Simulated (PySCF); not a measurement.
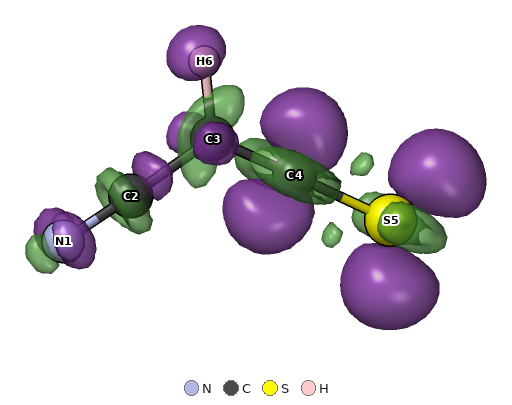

C₃HNS, SMILES `N#CC=C=S`. Fukui function f⁺ = ρ(N+1) − ρ(N) at fixed geometry, surfaces at ±0.04 e/Å³ (purple positive, green negative).

Method: HF/def2-SVPD; geometry: GFN2-xTB; program: PySCF. No frequency check shows the geometry to be a minimum. GFN2-xTB bond lengths at metals and heavier atoms can be off by up to 0.1 Å and shapes distorted, which carries into these values.

Q: Which atoms respond most to the addition of an electron?

A: f⁺ (Hirshfeld-condensed) is largest on S5 (0.47); the vertical electron affinity is 0.98 eV (the stability of the anion's solution wasn't checked). Condensed values hint at sites of nucleophilic attack but needn't mark the atom that reacts. Orbital relaxation makes it negative in places (0.28 e in all).
